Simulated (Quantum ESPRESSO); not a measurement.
# Energy and gap at +3 % biaxial strain: 2H-WOS, 1 layer

**Set-up.** Quantum ESPRESSO 7.5 driven by ASE, PBE, GBRV ultrasoft, ESM (bc1); atomic heights clamped; cell area 7.827 Å² at zero strain.

| strain (%) | energy (meV a cell) | gap on the mesh (eV) |
| --- | --- | --- |
| −3 | 150.52 | 1.995 |
| −1.5 | 38.67 | 1.802 |
| 0 | 0.00 | 1.544 |
| +1.5 | 26.02 | 1.308 |

To predict: What are energy and gap at +3 %, and how stiff is the sheet?

By hand: About zero, E'' = (38.67 + 26.02 − 2 × 0.00)/1.5² = 28.75 meV per %² and E' = (26.02 − 38.67)/3 = −4.22 meV per %. With E = A K ε², where K = (C11 + C22)/2 + C12 (C11 + C12 for a hexagonal sheet), K = 28.75 × 10/(2 × 7.827) × 16.02 = 294 N/m. The parabola gives E(+3 %) = 0.00 + 3 × (−4.22) + 4.5 × 28.75 = 116.7 meV. Continuing the last slope, the gap is 2 × 1.308 − 1.544 = 1.072 eV.

What the calculation gave: E = 109.3 meV and the gap 1.094 eV. The parabola misses by +7.5 meV, too high, since bonds soften under tension. The gap's line misses by −0.022 eV.

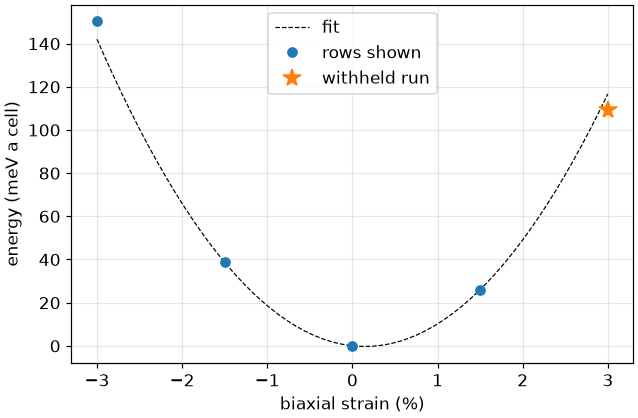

The rows shown, the fit and the withheld run.

Caveats: Clamped heights stiffen sheets with several planes. Semilocal gap, no spin-orbit coupling.
